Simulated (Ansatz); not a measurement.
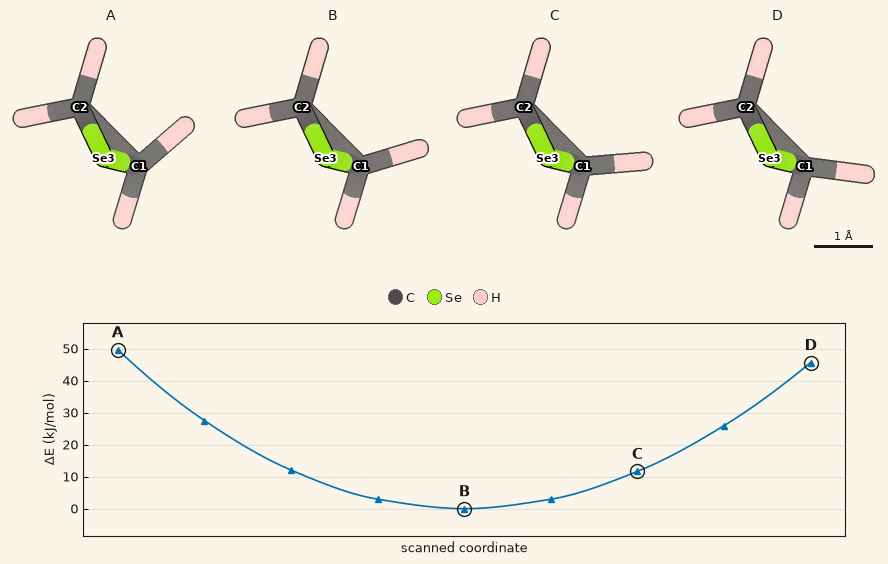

Frames of a one-coordinate scan of C$_{2}$H$_{4}$Se. Style: stick. Shown onto the plane of the angle.

Single-point energies from Ansatz with r2SCAN-D4 in the def2-TZVPP basis, on geometries moved rigidly from the minimum at PBE0-D4/def2-TZVP. Energies are counted from the PBE0-D4/def2-TZVP minimum geometry at the same level.

Q: What is being scanned?

A: One H–C–C angle is varied, with the rest of the molecule carried along rigidly. In the frames the angle is 94.4° (A), 118.4° (B), 130.4° (C), 142.4° (D). The lowest computed point lies at the angle 118.4° (0.0 kJ/mol). The curvature at the lowest point is about 5.6 eV/rad².
